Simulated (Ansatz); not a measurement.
Molecular dynamics, with input and output: WH2OF6 (part 5 of 5)

Continued. System: WH2OF6. Method: RKS PBE0-D4/def2-SVP (Ansatz 0.2.0). It belongs to a series of runs on one base structure; here: dynamics from the highest image of the converged band.

Geometry of the input (Å):
```
W  0.1826  0.1928  -0.0776
F  -0.4331  0.6090  1.9791
F  1.8276  -0.1257  -0.9044
F  -0.3472  1.9524  -0.1634
F  -1.5511  -0.4246  0.0574
F  0.5618  -1.4211  0.7493
F  -0.2548  0.1178  -1.8710
O  1.5388  1.0331  1.1773
H  2.4366  0.6756  1.1614
H  0.5906  0.9184  2.0446
```

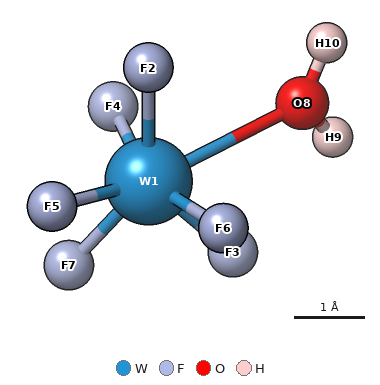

The geometry at step 166 of the log (ball-and-stick view, seen at a tilt; atoms are numbered from 1 in the order of the input).

## Trajectory as extended XYZ, continued
```
10
Properties=species:S:1:pos:R:3:forces:R:3 step=132 time_fs=66.0 energy=-20181.49902 temperature=588.9
W     0.1167    0.1831   -0.0287    0.0879  -0.5744   0.3994
F    -0.5671    0.5484    1.6592    0.5718   0.1238   0.2242
F     1.8094   -0.0820   -0.7984   -0.1043   0.3711   0.0025
F    -0.2014    2.0175   -0.2227    0.6265  -0.7129   0.1795
F    -1.5536   -0.5785   -0.1727   -0.0492  -0.3420   0.4109
F     0.6519   -1.4865    0.7328   -0.5232   1.3348  -0.3373
F    -0.2813    0.1844   -1.8221    0.2087   0.1047  -0.7602
O     2.1020    1.2309    1.1903   -1.0677  -0.3238  -1.1719
H     2.8782    0.7897    0.8274    0.1387  -0.0208   0.1590
H     2.2099    1.3955    2.1175    0.1108   0.0397   0.8940
10
Properties=species:S:1:pos:R:3:forces:R:3 step=134 time_fs=67.0 energy=-20181.48285 temperature=573.6
W     0.1159    0.1829   -0.0282   -0.1107  -0.6275   0.4288
F    -0.5767    0.5496    1.6659    0.6886   0.0698  -0.0599
F     1.8098   -0.0808   -0.7965   -0.1703   0.3992  -0.0088
F    -0.1923    2.0177   -0.2250    0.6154  -0.7058   0.2087
F    -1.5564   -0.5850   -0.1770    0.0988  -0.2627   0.4485
F     0.6549   -1.4845    0.7291   -0.5436   1.3106  -0.2987
F    -0.2847    0.1849   -1.8247    0.2580   0.1033  -0.6242
O     2.1115    1.2308    1.1906   -1.4481  -0.2090  -1.2651
H     2.8983    0.8324    0.8252    0.4988  -0.2480  -0.1072
H     2.2368    1.4136    2.1055    0.1133   0.1702   1.2778
10
Properties=species:S:1:pos:R:3:forces:R:3 step=137 time_fs=68.5 energy=-20181.47861 temperature=569.0
W     0.1148    0.1826   -0.0274   -0.3885  -0.6889   0.4326
F    -0.5903    0.5515    1.6759    0.8467  -0.0041  -0.4488
F     1.8104   -0.0786   -0.7938   -0.2605   0.4340  -0.0360
F    -0.1781    2.0172   -0.2282    0.5919  -0.6745   0.2478
F    -1.5604   -0.5949   -0.1829    0.3080  -0.1457   0.4991
F     0.6589   -1.4802    0.7234   -0.5618   1.2389  -0.2268
F    -0.2896    0.1859   -1.8293    0.3269   0.0995  -0.4122
O     2.1242    1.2305    1.1898   -1.1794  -0.0674  -0.3106
H     2.9374    0.8921    0.8199    0.4117  -0.2513  -0.2170
H     2.2787    1.4436    2.1085   -0.0949   0.0596   0.4719
10
Properties=species:S:1:pos:R:3:forces:R:3 step=139 time_fs=69.5 energy=-20181.46380 temperature=554.6
W     0.1140    0.1823   -0.0269   -0.5626  -0.7164   0.4070
F    -0.5989    0.5528    1.6823    0.9401  -0.0480  -0.6802
F     1.8106   -0.0769   -0.7919   -0.3125   0.4530  -0.0589
F    -0.1682    2.0165   -0.2302    0.5724  -0.6404   0.2705
F    -1.5628   -0.6016   -0.1865    0.4361  -0.0706   0.5285
F     0.6611   -1.4766    0.7194   -0.5647   1.1680  -0.1693
F    -0.2927    0.1866   -1.8327    0.3685   0.0958  -0.2695
O     2.1317    1.2302    1.1889   -0.4766  -0.0023   0.4553
H     2.9685    0.9288    0.8138   -0.0840  -0.1000  -0.0830
H     2.3058    1.4646    2.1176   -0.3168  -0.1389  -0.4003
10
Properties=species:S:1:pos:R:3:forces:R:3 step=142 time_fs=71.0 energy=-20181.40986 temperature=503.0
W     0.1127    0.1818   -0.0260   -0.8165  -0.7396   0.3209
F    -0.6108    0.5546    1.6912    1.0630  -0.1047  -0.9831
F     1.8106   -0.0739   -0.7893   -0.3773   0.4780  -0.0938
F    -0.1529    2.0148   -0.2329    0.5398  -0.5699   0.3001
F    -1.5661   -0.6117   -0.1914    0.6089   0.0358   0.5654
F     0.6640   -1.4700    0.7132   -0.5533   1.0289  -0.0685
F    -0.2969    0.1877   -1.8379    0.4231   0.0889  -0.0584
O     2.1425    1.2297    1.1882    0.5540   0.0660   0.9801
H     3.0119    0.9825    0.8038   -0.8711   0.0562   0.1412
H     2.3403    1.4930    2.1224   -0.5706  -0.3395  -1.1039
10
Properties=species:S:1:pos:R:3:forces:R:3 step=145 time_fs=72.5 energy=-20181.38041 temperature=474.4
W     0.1114    0.1813   -0.0251   -1.0645  -0.7411   0.1801
F    -0.6216    0.5563    1.6990    1.1655  -0.1499  -1.2318
F     1.8102   -0.0703   -0.7867   -0.4246   0.5003  -0.1259
F    -0.1370    2.0124   -0.2353    0.5052  -0.4770   0.3247
F    -1.5687   -0.6218   -0.1957    0.7553   0.1326   0.5932
F     0.6663   -1.4623    0.7070   -0.5217   0.8524   0.0498
F    -0.3006    0.1889   -1.8432    0.4672   0.0807   0.1436
O     2.1541    1.2294    1.1887    0.7808   0.0525   0.6571
H     3.0376    1.0370    0.7964   -1.0668  -0.0073   0.1105
H     2.3628    1.5146    2.1052   -0.5965  -0.2432  -0.7013
10
Properties=species:S:1:pos:R:3:forces:R:3 step=147 time_fs=73.5 energy=-20181.37270 temperature=466.6
W     0.1104    0.1808   -0.0245   -1.2222  -0.7281   0.0634
F    -0.6280    0.5574    1.7034    1.2219  -0.1734  -1.3673
F     1.8096   -0.0676   -0.7851   -0.4445   0.5135  -0.1462
F    -0.1260    2.0105   -0.2367    0.4814  -0.4030   0.3382
F    -1.5700   -0.6285   -0.1981    0.8358   0.1903   0.6066
F     0.6674   -1.4566    0.7029   -0.4894   0.7145   0.1374
F    -0.3028    0.1897   -1.8467    0.4903   0.0748   0.2694
O     2.1623    1.2292    1.1895    0.3667  -0.0569   0.1120
H     3.0422    1.0733    0.7928   -0.7600  -0.1304  -0.0923
H     2.3707    1.5260    2.0848   -0.4800  -0.0012   0.0787
10
Properties=species:S:1:pos:R:3:forces:R:3 step=150 time_fs=75.0 energy=-20181.33853 temperature=433.9
W     0.1089    0.1801   -0.0235   -1.4330  -0.6828  -0.1284
F    -0.6365    0.5588    1.7087    1.2866  -0.1984  -1.5250
F     1.8084   -0.0631   -0.7828   -0.4546   0.5290  -0.1789
F    -0.1091    2.0074   -0.2385    0.4436  -0.2750   0.3530
F    -1.5711   -0.6383   -0.2013    0.9266   0.2643   0.6195
F     0.6687   -1.4473    0.6969   -0.4250   0.4779   0.2796
F    -0.3057    0.1911   -1.8516    0.5150   0.0659   0.4386
O     2.1750    1.2288    1.1908   -0.6984  -0.2900  -0.5393
H     3.0373    1.1251    0.7848    0.0912  -0.2928  -0.5294
H     2.3745    1.5440    2.0582   -0.2521   0.4020   1.2103
10
Properties=species:S:1:pos:R:3:forces:R:3 step=153 time_fs=76.5 energy=-20181.32292 temperature=418.9
W     0.1071    0.1793   -0.0226   -1.5935  -0.5997  -0.3208
F    -0.6435    0.5600    1.7123    1.3252  -0.2115  -1.6284
F     1.8066   -0.0579   -0.7807   -0.4399   0.5365  -0.2191
F    -0.0918    2.0039   -0.2399    0.4014  -0.1296   0.3597
F    -1.5711   -0.6478   -0.2037    0.9772   0.3207   0.6239
F     0.6695   -1.4376    0.6911   -0.3432   0.2083   0.4308
F    -0.3079    0.1925   -1.8560    0.5269   0.0574   0.5783
O     2.1868    1.2280    1.1916   -1.1999  -0.2415  -0.1124
H     3.0337    1.1709    0.7658    0.5578  -0.2862  -0.6847
H     2.3725    1.5698    2.0553   -0.2121   0.3456   0.9726
10
Properties=species:S:1:pos:R:3:forces:R:3 step=155 time_fs=77.5 energy=-20181.32888 temperature=424.2
W     0.1059    0.1788   -0.0221   -1.6694  -0.5233  -0.4447
F    -0.6473    0.5606    1.7137    1.3365  -0.2137  -1.6684
F     1.8052   -0.0542   -0.7794   -0.4175   0.5365  -0.2498
F    -0.0799    2.0014   -0.2406    0.3710  -0.0258   0.3598
F    -1.5705   -0.6539   -0.2049    0.9882   0.3478   0.6221
F     0.6698   -1.4309    0.6876   -0.2799   0.0139   0.5344
F    -0.3091    0.1935   -1.8586    0.5277   0.0523   0.6533
O     2.1937    1.2273    1.1919   -0.9053  -0.0108   0.5070
H     3.0374    1.1980    0.7453    0.3068  -0.2086  -0.4446
H     2.3687    1.5913    2.0654   -0.2580   0.0318   0.1310
10
Properties=species:S:1:pos:R:3:forces:R:3 step=158 time_fs=79.0 energy=-20181.31014 temperature=406.3
W     0.1038    0.1778   -0.0212   -1.7453  -0.3872  -0.6288
F    -0.6518    0.5614    1.7142    1.3339  -0.2075  -1.6881
F     1.8026   -0.0480   -0.7778   -0.3692   0.5302  -0.2961
F    -0.0618    1.9978   -0.2412    0.3248   0.1346   0.3549
F    -1.5687   -0.6627   -0.2061    0.9726   0.3731   0.6126
F     0.6700   -1.4209    0.6828   -0.1736  -0.2896   0.6900
F    -0.3103    0.1951   -1.8619    0.5181   0.0457   0.7393
O     2.2033    1.2263    1.1930   -0.1485   0.3127   0.9809
H     3.0466    1.2351    0.7078   -0.4750  -0.1116   0.1912
H     2.3582    1.6231    2.0806   -0.2378  -0.4004  -0.9559
10
Properties=species:S:1:pos:R:3:forces:R:3 step=161 time_fs=80.5 energy=-20181.29258 temperature=389.7
W     0.1016    0.1769   -0.0205   -1.7853  -0.2419  -0.8188
F    -0.6547    0.5620    1.7127    1.3107  -0.1899  -1.6625
F     1.7996   -0.0413   -0.7764   -0.3103   0.5176  -0.3363
F    -0.0433    1.9943   -0.2415    0.2818   0.2935   0.3471
F    -1.5657   -0.6712   -0.2067    0.9221   0.3808   0.5946
F     0.6700   -1.4113    0.6788   -0.0571  -0.5924   0.8408
F    -0.3110    0.1967   -1.8643    0.4955   0.0407   0.7959
O     2.2126    1.2257    1.1954    0.0991   0.2838   0.6820
H     3.0462    1.2697    0.6741   -0.8882  -0.0731   0.6223
H     2.3429    1.6470    2.0768   -0.0683  -0.4191  -1.0650
10
Properties=species:S:1:pos:R:3:forces:R:3 step=163 time_fs=81.5 energy=-20181.30286 temperature=399.3
W     0.0999    0.1762   -0.0200   -1.7916  -0.1480  -0.9494
F    -0.6559    0.5622    1.7107    1.2844  -0.1717  -1.6212
F     1.7974   -0.0364   -0.7758   -0.2685   0.5058  -0.3575
F    -0.0308    1.9922   -0.2415    0.2557   0.3949   0.3413
F    -1.5632   -0.6766   -0.2066    0.8703   0.3763   0.5781
F     0.6700   -1.4052    0.6766    0.0235  -0.7851   0.9347
F    -0.3111    0.1978   -1.8654    0.4732   0.0385   0.8179
O     2.2189    1.2255    1.1976   -0.1851  -0.0170   0.1925
H     3.0358    1.2918    0.6585   -0.7483  -0.0457   0.6216
H     2.3317    1.6579    2.0617    0.0864  -0.1480  -0.5580
10
Properties=species:S:1:pos:R:3:forces:R:3 step=166 time_fs=83.0 energy=-20181.31043 temperature=406.5
W     0.0973    0.1753   -0.0194   -1.7596  -0.0185  -1.1444
F    -0.6563    0.5624    1.7061    1.2281  -0.1345  -1.5228
F     1.7938   -0.0287   -0.7751   -0.2050   0.4823  -0.3802
F    -0.0118    1.9893   -0.2411    0.2195   0.5346   0.3322
F    -1.5585   -0.6843   -0.2061    0.7655   0.3547   0.5468
F     0.6700   -1.3969    0.6743    0.1429  -1.0476   1.0590
F    -0.3108    0.1994   -1.8663    0.4293   0.0372   0.8269
O     2.2279    1.2251    1.2009   -1.0818  -0.7651  -0.4848
H     3.0085    1.3244    0.6453   -0.0133   0.0559   0.1770
H     2.3167    1.6730    2.0315    0.2743   0.5010   0.5903
10
Properties=species:S:1:pos:R:3:forces:R:3 step=168 time_fs=84.0 energy=-20181.30546 temperature=402.1
W     0.0955    0.1746   -0.0191   -1.6990   0.0603  -1.2668
F    -0.6559    0.5625    1.7021    1.1781  -0.1029  -1.4323
F     1.7913   -0.0232   -0.7749   -0.1632   0.4616  -0.3905
F     0.0010    1.9878   -0.2406    0.1952   0.6161   0.3250
F    -1.5549   -0.6892   -0.2053    0.6774   0.3300   0.5219
F     0.6700   -1.3920    0.6734    0.2179  -1.1977   1.1268
F    -0.3104    0.2006   -1.8664    0.3929   0.0379   0.8160
O     2.2332    1.2243    1.2028   -1.6452  -1.1335  -0.4476
H     2.9890    1.3467    0.6393    0.5382   0.1622  -0.2347
H     2.3098    1.6882    2.0167    0.3075   0.7661   0.9821
10
Properties=species:S:1:pos:R:3:forces:R:3 step=171 time_fs=85.5 energy=-20181.33255 temperature=428.1
W     0.0925    0.1736   -0.0188   -1.5329   0.1685  -1.4275
F    -0.6541    0.5624    1.6947    1.0828  -0.0457  -1.2584
F     1.7874   -0.0146   -0.7750   -0.1015   0.4213  -0.4010
F     0.0204    1.9860   -0.2396    0.1550   0.7153   0.3114
F    -1.5489   -0.6962   -0.2037    0.5184   0.2773   0.4793
F     0.6704   -1.3858    0.6732    0.3178  -1.3741   1.1994
F    -0.3093    0.2023   -1.8657    0.3283   0.0414   0.7732
O     2.2393    1.2219    1.2053   -1.6942  -0.9075   0.3772
H     2.9700    1.3832    0.6255    0.7077   0.2461  -0.4253
H     2.3047    1.7239    2.0108    0.2186   0.4575   0.3716
10
Properties=species:S:1:pos:R:3:forces:R:3 step=174 time_fs=87.0 energy=-20181.36703 temperature=461.1
W     0.0894    0.1726   -0.0186   -1.2779   0.2562  -1.5599
F    -0.6510    0.5624    1.6858    0.9639   0.0229  -1.0406
F     1.7834   -0.0055   -0.7755   -0.0424   0.3705  -0.4033
F     0.0400    1.9851   -0.2383    0.1099   0.7805   0.2950
F    -1.5423   -0.7030   -0.2016    0.3322   0.2076   0.4311
F     0.6710   -1.3811    0.6743    0.3972  -1.4791   1.2319
F    -0.3079    0.2041   -1.8641    0.2522   0.0480   0.7004
O     2.2432    1.2183    1.2083   -0.7788  -0.0244   0.9459
H     2.9645    1.4246    0.6038   -0.0304   0.0755   0.0931
H     2.3042    1.7689    2.0121    0.0741  -0.2576  -0.6938
10
Properties=species:S:1:pos:R:3:forces:R:3 step=176 time_fs=88.0 energy=-20181.37414 temperature=468.3
W     0.0872    0.1720   -0.0186   -1.0652   0.2939  -1.6378
F    -0.6484    0.5623    1.6793    0.8731   0.0750  -0.8722
F     1.7807    0.0008   -0.7761   -0.0064   0.3320  -0.3978
F     0.0531    1.9849   -0.2372    0.0785   0.8028   0.2843
F    -1.5377   -0.7073   -0.1999    0.1971   0.1534   0.3965
F     0.6717   -1.3789    0.6758    0.4364  -1.5039   1.2296
F    -0.3068    0.2053   -1.8626    0.1957   0.0541   0.6377
O     2.2451    1.2158    1.2109   -0.1241   0.4925   0.9038
H     2.9617    1.4533    0.5897   -0.5701  -0.1290   0.4899
H     2.3050    1.7968    2.0063   -0.0149  -0.5706  -1.0339
10
Properties=species:S:1:pos:R:3:forces:R:3 step=179 time_fs=89.5 energy=-20181.40174 temperature=495.0
W     0.0839    0.1711   -0.0187   -0.6899   0.3080  -1.7447
F    -0.6436    0.5624    1.6687    0.7224   0.1627  -0.5874
F     1.7766    0.0106   -0.7774    0.0405   0.2689  -0.3780
F     0.0729    1.9855   -0.2353    0.0309   0.8035   0.2707
F    -1.5306   -0.7138   -0.1970   -0.0151   0.0636   0.3418
F     0.6732   -1.3771    0.6793    0.4714  -1.4699   1.1890
F    -0.3050    0.2072   -1.8598    0.1030   0.0660   0.5262
O     2.2479    1.2127    1.2159    0.3485   0.7062   0.4741
H     2.9465    1.4936    0.5777   -0.8849  -0.3748   0.6585
H     2.3057    1.8285    1.9795   -0.1268  -0.5341  -0.7504
10
Properties=species:S:1:pos:R:3:forces:R:3 step=182 time_fs=91.0 energy=-20181.44299 temperature=534.4
W     0.0804    0.1702   -0.0190   -0.2534   0.2691  -1.8365
F    -0.6380    0.5626    1.6573    0.5562   0.2611  -0.2680
F     1.7726    0.0207   -0.7792    0.0806   0.2011  -0.3458
F     0.0927    1.9870   -0.2331   -0.0181   0.7659   0.2606
F    -1.5235   -0.7201   -0.1936   -0.2311  -0.0325   0.2855
F     0.6752   -1.3770    0.6841    0.4763  -1.3532   1.1049
F    -0.3030    0.2092   -1.8564    0.0024   0.0808   0.3969
O     2.2511    1.2104    1.2214    0.1018   0.1303   0.0219
H     2.9135    1.5262    0.5787   -0.4929  -0.3880   0.1519
H     2.3036    1.8496    1.9378   -0.2217   0.0654   0.2286
10
Properties=species:S:1:pos:R:3:forces:R:3 step=184 time_fs=92.0 energy=-20181.44753 temperature=539.1
W     0.0781    0.1697   -0.0194    0.0694   0.2193  -1.8835
F    -0.6339    0.5629    1.6496    0.4376   0.3316  -0.0394
F     1.7700    0.0275   -0.7805    0.1058   0.1538  -0.3199
F     0.1059    1.9885   -0.2314   -0.0531   0.7211   0.2549
F    -1.5189   -0.7243   -0.1912   -0.3735  -0.0982   0.2480
F     0.6769   -1.3777    0.6880    0.4630  -1.2346   1.0264
F    -0.3017    0.2105   -1.8538   -0.0682   0.0921   0.3016
O     2.2533    1.2090    1.2252   -0.2940  -0.4143   0.0081
H     2.8850    1.5433    0.5819    0.0012  -0.2589  -0.4381
H     2.2998    1.8636    1.9112   -0.2882   0.4880   0.8420
10
Properties=species:S:1:pos:R:3:forces:R:3 step=187 time_fs=93.5 energy=-20181.44765 temperature=539.5
W     0.0747    0.1688   -0.0201    0.5965   0.1233  -1.9208
F    -0.6273    0.5636    1.6380    0.2496   0.4421   0.3192
F     1.7662    0.0379   -0.7829    0.1447   0.0792  -0.2804
F     0.1256    1.9914   -0.2287   -0.1122   0.6276   0.2449
F    -1.5124   -0.7308   -0.1874   -0.5788  -0.1957   0.1937
F     0.6798   -1.3801    0.6949    0.4204  -1.0075   0.8793
F    -0.2998    0.2127   -1.8497   -0.1774   0.1111   0.1459
O     2.2563    1.2065    1.2310   -0.6397  -0.5220   0.5505
H     2.8433    1.5647    0.5775    0.4764  -0.0897  -1.0501
H     2.2886    1.8933    1.8867   -0.3795   0.4317   0.9178
10
Properties=species:S:1:pos:R:3:forces:R:3 step=189 time_fs=94.5 energy=-20181.46284 temperature=553.8
W     0.0724    0.1683   -0.0207    0.9677   0.0508  -1.9195
F    -0.6228    0.5644    1.6305    0.1197   0.5168   0.5620
F     1.7637    0.0449   -0.7846    0.1721   0.0271  -0.2561
F     0.1387    1.9937   -0.2267   -0.1566   0.5498   0.2365
F    -1.5084   -0.7352   -0.1847   -0.7056  -0.2574   0.1597
F     0.6820   -1.3822    0.7000    0.3790  -0.8310   0.7652
F    -0.2986    0.2142   -1.8469   -0.2514   0.1247   0.0353
O     2.2578    1.2044    1.2352   -0.4671   0.0879   0.8706
H     2.8206    1.5776    0.5628    0.3339  -0.1782  -0.8928
H     2.2767    1.9184    1.8814   -0.3917  -0.0905   0.4391
10
Properties=species:S:1:pos:R:3:forces:R:3 step=192 time_fs=96.0 energy=-20181.46642 temperature=557.3
W     0.0691    0.1675   -0.0218    1.5252  -0.0697  -1.8811
F    -0.6159    0.5661    1.6197   -0.0743   0.6267   0.9172
F     1.7601    0.0555   -0.7875    0.2136  -0.0525  -0.2227
F     0.1582    1.9977   -0.2236   -0.2281   0.4136   0.2223
F    -1.5031   -0.7421   -0.1806   -0.8706  -0.3389   0.1130
F     0.6856   -1.3863    0.7084    0.3016  -0.5412   0.5769
F    -0.2971    0.2165   -1.8427   -0.3622   0.1460  -0.1348
O     2.2597    1.2016    1.2424    0.0602   1.2289   0.7361
H     2.7911    1.5930    0.5269   -0.2599  -0.5402  -0.0186
H     2.2520    1.9527    1.8795   -0.3055  -0.8728  -0.3083
10
Properties=species:S:1:pos:R:3:forces:R:3 step=195 time_fs=97.5 energy=-20181.45197 temperature=543.7
W     0.0660    0.1666   -0.0231    2.0422  -0.2091  -1.8072
F    -0.6090    0.5685    1.6100   -0.2559   0.7287   1.2407
F     1.7568    0.0659   -0.7906    0.2525  -0.1298  -0.1897
F     0.1774    2.0022   -0.2201   -0.3010   0.2593   0.2094
F    -1.4988   -0.7494   -0.1763   -0.9929  -0.3992   0.0726
F     0.6896   -1.3910    0.7174    0.2112  -0.2352   0.3763
F    -0.2960    0.2190   -1.8385   -0.4702   0.1669  -0.3000
O     2.2616    1.2003    1.2506    0.2866   1.5743   0.1831
H     2.7565    1.5970    0.4902   -0.6031  -0.7546   0.7183
H     2.2209    1.9692    1.8720   -0.1695  -1.0013  -0.5035
10
Properties=species:S:1:pos:R:3:forces:R:3 step=197 time_fs=98.5 energy=-20181.45731 temperature=548.6
W     0.0640    0.1661   -0.0240    2.3442  -0.3127  -1.7399
F    -0.6046    0.5706    1.6043   -0.3639   0.7891   1.4267
F     1.7548    0.0728   -0.7928    0.2756  -0.1784  -0.1660
F     0.1900    2.0054   -0.2177   -0.3483   0.1495   0.2027
F    -1.4966   -0.7545   -0.1734   -1.0454  -0.4240   0.0496
F     0.6924   -1.3943    0.7237    0.1467  -0.0293   0.2401
F    -0.2956    0.2208   -1.8360   -0.5390   0.1802  -0.4021
O     2.2630    1.2006    1.2563    0.1824   1.1450  -0.1590
H     2.7266    1.5909    0.4733   -0.5422  -0.6847   0.8197
H     2.1979    1.9684    1.8612   -0.1101  -0.6348  -0.2718
10
Properties=species:S:1:pos:R:3:forces:R:3 step=200 time_fs=100.0 energy=-20181.45919 temperature=550.1
W     0.0613    0.1652   -0.0257    2.7138  -0.4760  -1.6083
F    -0.5984    0.5744    1.5971   -0.4996   0.8631   1.6451
F     1.7520    0.0830   -0.7963    0.3049  -0.2460  -0.1272
F     0.2086    2.0102   -0.2139   -0.4164  -0.0204   0.1955
F    -1.4942   -0.7625   -0.1690   -1.0768  -0.4348   0.0214
F     0.6968   -1.3992    0.7334    0.0480   0.2720   0.0380
F    -0.2955    0.2237   -1.8325   -0.6351   0.1980  -0.5377
O     2.2654    1.2022    1.2646   -0.2086  -0.2114  -0.2998
H     2.6731    1.5704    0.4616   -0.1072  -0.2721   0.3048
H     2.1614    1.9580    1.8415   -0.1230   0.3276   0.3683
```
